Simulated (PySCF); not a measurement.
NMR shielding calculation of C5H15NSi2

- system: C5H15NSi2
- method: GIAO PBE0/pcSseg-1 NMR shielding, non-relativistic, gas phase (PySCF 2.14.0)

The geometry comes from this level: GFN2-xTB. It belongs to a series of runs on one base structure; here: constitutional isomer. Figures and captions count atoms from 1; the log counts them from 0 in places.

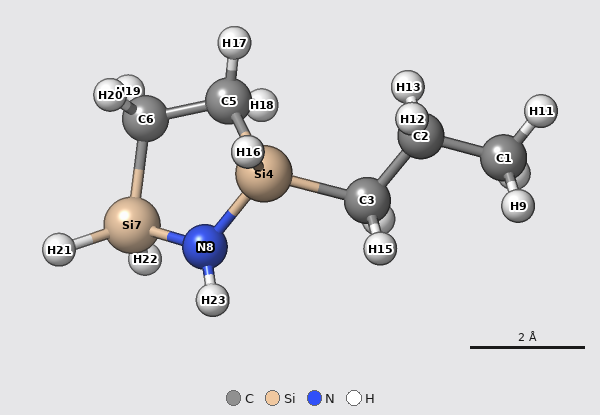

The structure (ball-and-stick view, seen at a tilt; atoms are numbered from 1 in the order of the input). Bond lengths as drawn: C–C 1.52 to 1.53 Å, C–H 1.09 Å, C–Si 1.90 Å, H–N 1.00 Å, H–Si 1.47 to 1.48 Å and N–Si 1.73 to 1.74 Å.

### Key numbers

```csv
quantity,value
outcome,converged
total energy,−832.761338 hartree
HOMO,−6.92 eV
LUMO,0.83 eV
dipole moment,0.64 D
"isotropic shielding, C",163.1 to 179.3 ppm
"isotropic shielding, Si",348.0 to 373.4 ppm
"isotropic shielding, N",249.9 ppm
"isotropic shielding, H",26.6 to 32.1 ppm
hardware,"1 CPU thread, shared host"
wall time,66 s
peak memory,0.96 GiB
```

### Input file
```
{"job": {"kind": "nmr", "xc": "PBE0", "basis": "pcSseg-1"}, "charge": 0, "multiplicity": 1}
C     -3.697247    -0.043326    -0.394630
C     -2.351474    -0.239766     0.294622
C     -1.279545     0.681494    -0.275686
Si     0.417921     0.426142     0.533136
C      1.234546    -1.248304     0.153435
C      2.750678    -1.037858     0.093311
Si     3.110310     0.652420    -0.694734
N      1.630975     1.414263    -0.219480
H     -4.037492     0.983860    -0.279179
H     -3.613398    -0.257293    -1.458344
H     -4.450853    -0.703838     0.028959
H     -2.460486    -0.048916     1.364166
H     -2.035768    -1.278649     0.179659
H     -1.209685     0.518881    -1.352649
H     -1.595802     1.716500    -0.138958
H      0.345642     0.701347     1.981431
H      0.986147    -2.022830     0.879740
H      0.888009    -1.610077    -0.816558
H      3.234428    -1.863871    -0.429088
H      3.147476    -1.042721     1.109582
H      4.264139     1.337065    -0.104961
H      3.234390     0.597448    -2.157673
H      1.482337     2.395014    -0.375459
```

The first line tells a small driver script what to run in PySCF; the rest is the geometry in Å.

Launch command:
```bash
OMP_NUM_THREADS=1 python <driver script> task.json out
```

### Log
```
coarse grid: 19040 points
cycle   1  E = -832.6151370177  dE =  6.534e-01  |g| = 6.464e-01  |ddm| = 4.218e+00
cycle   2  E = -832.5447963609  dE =  7.034e-02  |g| = 8.465e-01  |ddm| = 1.371e+00
cycle   3  E = -832.7150434792  dE = -1.702e-01  |g| = 8.059e-02  |ddm| = 8.808e-01
cycle   4  E = -832.7162267192  dE = -1.183e-03  |g| = 3.725e-02  |ddm| = 1.102e-01
cycle   5  E = -832.7165499948  dE = -3.233e-04  |g| = 6.139e-03  |ddm| = 3.734e-02
cycle   6  E = -832.7165578934  dE = -7.899e-06  |g| = 1.988e-03  |ddm| = 7.627e-03
final grid: 171464 points
cycle   7  E = -832.7613106585  dE = -3.765e-05  |g| = 1.025e-02  |ddm| = 2.815e-02
cycle   8  E = -832.7612943809  dE =  1.628e-05  |g| = 1.309e-02  |ddm| = 2.078e-02
cycle   9  E = -832.7613374474  dE = -4.307e-05  |g| = 6.964e-04  |ddm| = 1.172e-02
cycle  10  E = -832.7613375320  dE = -8.465e-08  |g| = 3.191e-04  |ddm| = 8.962e-04
cycle  11  E = -832.7613375545  dE = -2.250e-08  |g| = 5.617e-05  |ddm| = 3.244e-04
cycle  12  E = -832.7613375551  dE = -5.944e-10  |g| = 2.430e-05  |ddm| = 7.878e-05
```

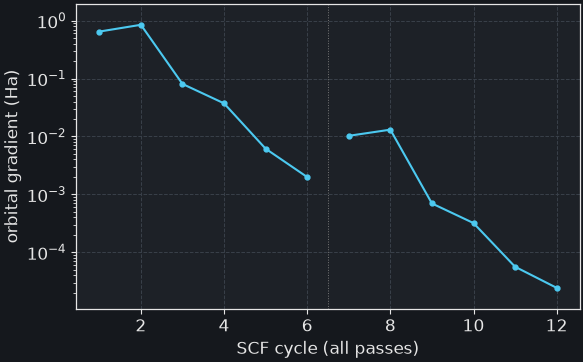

Convergence of the self-consistent field: orbital gradient against the SCF cycle. The dotted line marks the change from a coarse to the final integration grid. The first 6 cycles use a coarse grid, the final grid takes over at cycle 7, and the field converges after 12 cycles in all.

```
converged SCF energy = -832.7613375551

GIAO shielding tensors (ppm)
atom      isotropic    diamagn.    paramagn.     s11        s22        s33       span
  0 C      165.575     244.352     -78.777    151.104    157.661    187.960     36.856
  1 C      167.101     248.794     -81.693    161.265    166.935    173.104     11.838
  2 C      163.112     257.787     -94.675    145.188    160.894    183.253     38.065
  3 Si     348.008     882.474    -534.466    301.005    361.858    381.160     80.155
  4 C      176.934     256.656     -79.722    169.832    176.609    184.360     14.529
  5 C      179.255     250.374     -71.119    165.608    177.484    194.673     29.065
  6 Si     373.415     879.916    -506.501    330.630    362.544    427.071     96.440
  7 N      249.944     326.362     -76.419    225.509    235.850    288.472     62.964
  8 H       30.784      28.139       2.646     26.726     28.905     36.722      9.995
  9 H       30.754      28.935       1.819     26.679     29.244     36.338      9.659
 10 H       30.356      26.729       3.626     25.500     27.459     38.108     12.609
 11 H       30.412      32.338      -1.926     24.910     30.635     35.691     10.781
 12 H       30.598      33.768      -3.170     24.253     32.092     35.449     11.196
 13 H       31.212      36.096      -4.883     27.105     31.625     34.908      7.803
 14 H       30.820      34.644      -3.825     26.094     31.116     35.250      9.156
 15 H       26.646      31.515      -4.869     22.758     25.183     31.997      9.239
 16 H       30.473      33.502      -3.029     24.551     29.402     37.466     12.915
 17 H       31.029      35.451      -4.422     25.558     30.021     37.507     11.950
 18 H       30.508      28.536       1.972     24.916     27.826     38.782     13.867
 19 H       30.665      29.582       1.083     25.575     27.972     38.450     12.875
 20 H       26.746      27.815      -1.069     23.121     24.067     33.050      9.929
 21 H       26.756      28.984      -2.228     22.990     24.138     33.140     10.149
 22 H       32.102      33.018      -0.917     22.730     29.079     44.496     21.767
```

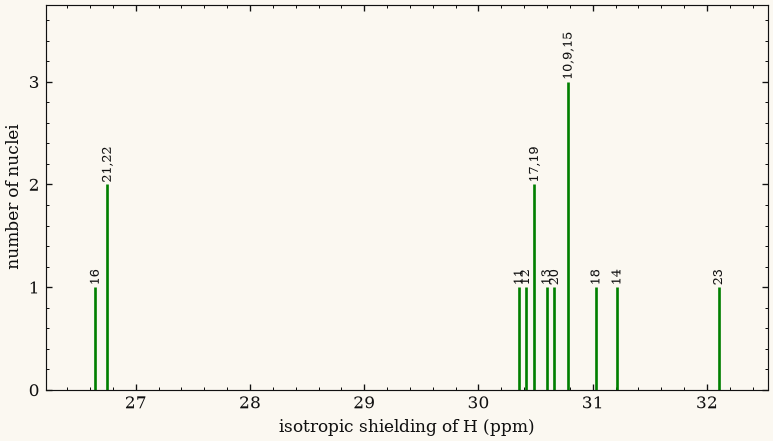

Isotropic shieldings of the hydrogen nuclei in this fixed geometry, labelled by atom number; shielding grows to the right, so chemical shift grows to the left. The least shielded is H16 (26.6 ppm), the most shielded H23 (32.1 ppm).
